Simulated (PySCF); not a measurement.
**Core-level calculation of C4H10NPSi2**

System: C4H10NPSi2, SMILES Cn1cpc([SiH3])c1[SiH3].
Method: delta-SCF UKS SCAN, pcX-2 on the ionised atom, pcseg-1 elsewhere, spin-free X2C (PySCF 2.14.0).

Figures and captions count atoms from 1; the log counts them from 0 in places.

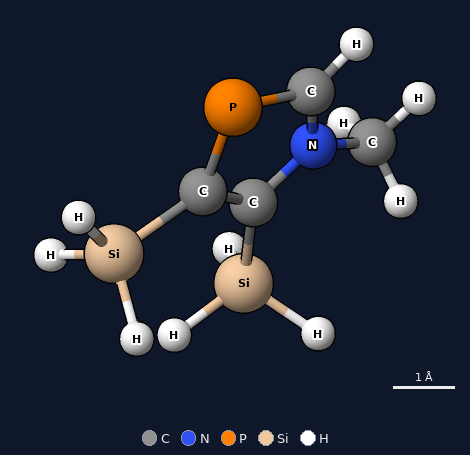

Figure 1. The structure (ball-and-stick view, seen at a tilt).

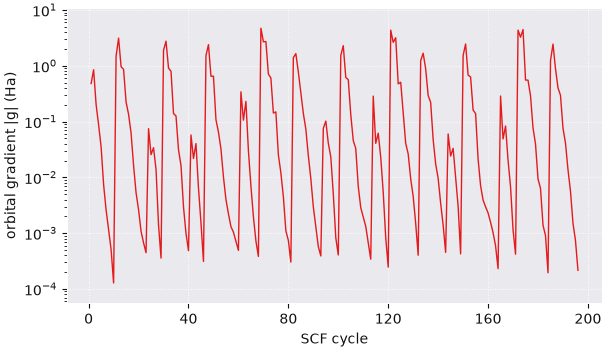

Figure 2. Convergence of the self-consistent field: orbital gradient |g| against the SCF cycle. All cycles printed in the log are drawn one after another.

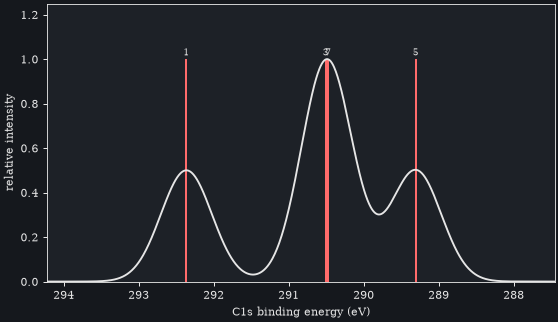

Figure 3. C1s binding energies by ΔSCF of the atoms computed, labelled by atom number, with a Gaussian envelope of 0.8 eV full width. They run from 289.31 eV (atom 5) to 292.36 eV (atom 1).

These pictures come from the run below.

Input file:
```
{"job": {"kind": "xps"}, "charge": 0, "multiplicity": 1}
C     -2.293193     0.421419     0.857041
N     -1.221524    -0.451572     0.422745
C     -1.354971    -1.798352     0.334978
P      0.053184    -2.595894    -0.259757
C      0.849120    -1.011006    -0.394518
Si     2.606347    -0.867221    -1.012741
C      0.007816     0.017834     0.018465
Si     0.433976     1.843569     0.036094
H     -2.690114     1.007958     0.013957
H     -1.936773     1.112851     1.634672
H     -3.105698    -0.182013     1.278559
H     -2.305377    -2.241113     0.637429
H      2.704085    -0.011171    -2.236488
H      3.082638    -2.241230    -1.353136
H      3.520562    -0.287001     0.020440
H     -0.466195     2.623162    -0.870215
H      1.844345     1.980692    -0.421446
H      0.296034     2.423267     1.409041
```

The first line tells a small driver script what to run in PySCF; the rest is the geometry in Å.

Launch command:
```bash
OMP_NUM_THREADS=1 python <driver script> task.json out
```

What the program printed:
```
ground state, core basis on atom 0 (C), 205 functions
  cycle   1  E = -1135.21642756  |g| = 4.80e-01
  cycle   2  E = -1135.06860464  |g| = 8.47e-01
  cycle   3  E = -1135.26984006  |g| = 2.01e-01
  cycle   4  E = -1135.27915269  |g| = 8.73e-02
  cycle   5  E = -1135.28121231  |g| = 3.52e-02
  cycle   6  E = -1135.28159167  |g| = 7.41e-03
  cycle   7  E = -1135.28160769  |g| = 2.60e-03
  cycle   8  E = -1135.28160989  |g| = 1.17e-03
  cycle   9  E = -1135.28160955  |g| = 5.09e-04
  cycle  10  E = -1135.28160979  |g| = 1.28e-04
  E(ground) = -1135.38049103 Eh
hole in C 1s of atom 0
[... 13 cycles left out ...]
  E(ion) = -1124.63632901 Eh   <S^2> = 0.7696   hole on atom = 1.000   binding energy = 292.364 eV
ground state, core basis on atom 1 (N), 205 functions
[... 6 cycles left out ...]
  E(ground) = -1135.39198007 Eh
hole in N 1s of atom 1
[... 11 cycles left out ...]
  E(ion) = -1120.45969525 Eh   <S^2> = 0.7685   hole on atom = 1.000   binding energy = 406.328 eV
ground state, core basis on atom 2 (C), 205 functions
[... 6 cycles left out ...]
  E(ground) = -1135.38284809 Eh
hole in C 1s of atom 2
[... 14 cycles left out ...]
  E(ion) = -1124.70695634 Eh   <S^2> = 0.7882   hole on atom = 1.000   binding energy = 290.506 eV
ground state, core basis on atom 3 (P), 216 functions
[... 8 cycles left out ...]
  E(ground) = -1135.46782506 Eh
hole in P 1s of atom 3
[... 13 cycles left out ...]
  E(ion) = -1056.50102779 Eh   <S^2> = 0.7523   hole on atom = 1.000   binding energy = 2148.796 eV
hole in P 2p of atom 3
[... 12 cycles left out ...]
  E(ion) = -1130.48748180 Eh   <S^2> = 0.7535   hole on atom = 1.002   binding energy = 135.522 eV
  2p3/2 = 135.288 eV   2p1/2 = 136.179 eV
ground state, core basis on atom 4 (C), 205 functions
[... 7 cycles left out ...]
  E(ground) = -1135.38347001 Eh
hole in C 1s of atom 4
[... 13 cycles left out ...]
  E(ion) = -1124.75170099 Eh   <S^2> = 0.7863   hole on atom = 1.000   binding energy = 289.305 eV
ground state, core basis on atom 5 (Si), 216 functions
[... 7 cycles left out ...]
  E(ground) = -1135.43379353 Eh
hole in Si 1s of atom 5
[... 12 cycles left out ...]
  E(ion) = -1067.59121862 Eh   <S^2> = 0.7524   hole on atom = 1.000   binding energy = 1846.090 eV
hole in Si 2p of atom 5
[... 11 cycles left out ...]
  E(ion) = -1131.51925621 Eh   <S^2> = 0.7521   hole on atom = 1.003   binding energy = 106.520 eV
  2p3/2 = 106.309 eV   2p1/2 = 106.932 eV
ground state, core basis on atom 6 (C), 205 functions
[... 6 cycles left out ...]
  E(ground) = -1135.38397869 Eh
hole in C 1s of atom 6
[... 15 cycles left out ...]
  E(ion) = -1124.70931854 Eh   <S^2> = 0.7903   hole on atom = 1.000   binding energy = 290.472 eV
ground state, core basis on atom 7 (Si), 216 functions
[... 7 cycles left out ...]
  E(ground) = -1135.43317501 Eh
hole in Si 1s of atom 7
[... 13 cycles left out ...]
  E(ion) = -1067.57309270 Eh   <S^2> = 0.7523   hole on atom = 1.000   binding energy = 1846.567 eV
hole in Si 2p of atom 7
[... 2 cycles left out ...]
  cycle   3  E = -1130.86274731  |g| = 8.89e-01
  cycle   4  E = -1131.34317157  |g| = 4.02e-01
  cycle   5  E = -1131.38422270  |g| = 2.96e-01
  cycle   6  E = -1131.42861281  |g| = 7.62e-02
  cycle   7  E = -1131.43095590  |g| = 4.13e-02
  cycle   8  E = -1131.43188725  |g| = 1.38e-02
  cycle   9  E = -1131.43198783  |g| = 5.68e-03
  cycle  10  E = -1131.43200414  |g| = 1.52e-03
  cycle  11  E = -1131.43200587  |g| = 7.41e-04
  cycle  12  E = -1131.43200560  |g| = 2.16e-04
  E(ion) = -1131.50128423 Eh   <S^2> = 0.7522   hole on atom = 1.002   binding energy = 106.992 eV
  2p3/2 = 106.778 eV   2p1/2 = 107.401 eV
```

Results in brief:

| quantity | value |
| --- | --- |
| outcome | converged |
| hardware | 1 CPU thread, shared host |
| wall time | 3.3 min |
| peak memory | 0.88 GiB |
